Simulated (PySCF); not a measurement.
**C4H10ClNSi2 (SMILES N#C[SiH2][SiH2]CCCCl): density, localisation and related maps**

```xyz
18

N     3.3276    1.3981    1.6858
C     3.2235    0.7412    0.7521
Si    2.9691   -0.3420   -0.7496
Si    0.7958   -1.1495   -0.6953
C    -0.3487    0.1856    0.0424
C    -1.8137   -0.2373    0.0731
C    -2.6832    0.8712    0.6436
Cl   -4.3923    0.3611    0.7144
H     3.3027    0.5541   -1.8629
H     4.0336   -1.3432   -0.6364
H     0.3156   -1.4772   -2.0458
H     0.6591   -2.3690    0.1122
H    -0.2570    1.1101   -0.5325
H    -0.0239    0.4258    1.0573
H    -1.9291   -1.1349    0.6836
H    -2.1538   -0.4762   -0.9365
H    -2.3869    1.1229    1.6624
H    -2.6471    1.7655    0.0205
```

Geometry: GFN2-xTB.

Theory: PBE0/pcSseg-1, SCF density, gas phase, non-relativistic in PySCF.

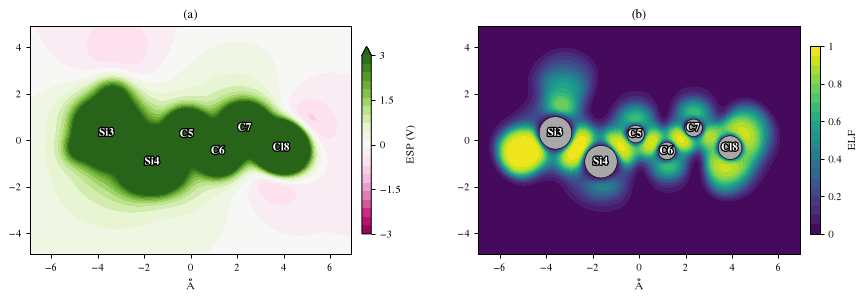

Figure 1. (a) molecular electrostatic potential; (b) ELF on the plane of atoms C6, C7 and Cl8. Grey discs cover the atomic cores in the ELF map.

Question: Read the bonding off the picture.

Answer:
- The plane passes through Si, C and Cl nuclei.
- C–C (1.52 Å): the ELF peaks at about 0.95 between the atoms, as expected for localised, covalent bonding.
- C–Cl (1.79 Å): the ELF peaks at about 0.90 between the atoms; localised, covalent bonding.
- Si–Si (2.32 Å): the ELF peaks at about 1 between the atoms, as expected for localised, covalent bonding.
- The ELF also peaks beside Cl8, away from the bonds: lone-pair regions.
- Outside the dense part of the molecule the potential is most negative (−0.7 V) near Cl8.

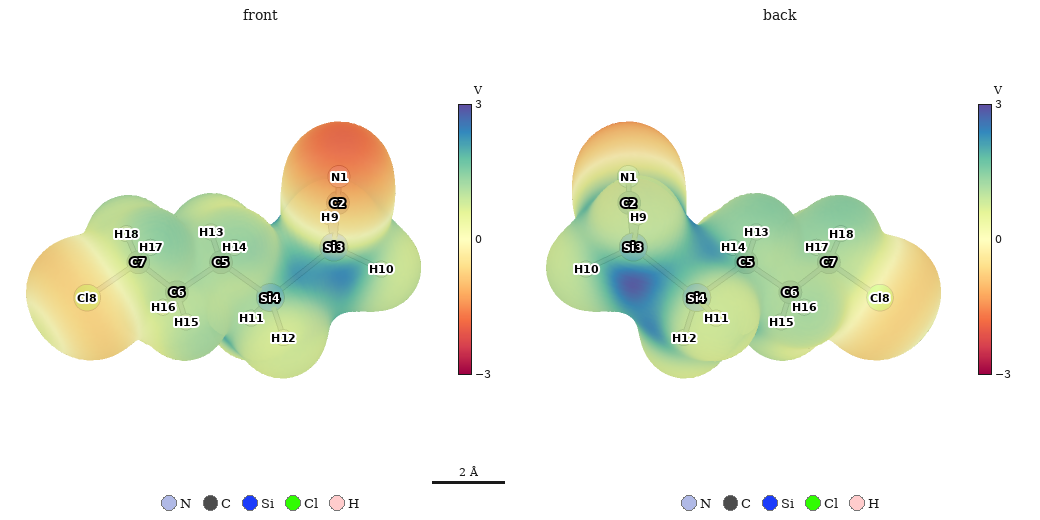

Figure 2. The electrostatic potential painted on the density surface at 0.004 e/bohr³, seen from the front and from behind; red is negative and blue positive.

Question: Which sites attract a positive test charge, and which a negative one?

Answer: A positive charge is drawn to the negative regions and a negative charge to the positive ones. The most negative region (about −1.9 V) lies over N1, the most positive (about +2.7 V) over Si3. Cl8 shows a σ-hole: about +0.5 V at the tip opposite its bond, against about −0.6 V on its flanks. N1 is the likeliest acceptor of a hydrogen bond.

Question: What dipole moment does the calculation give?

Answer: Its dipole moment is 3.32 D.
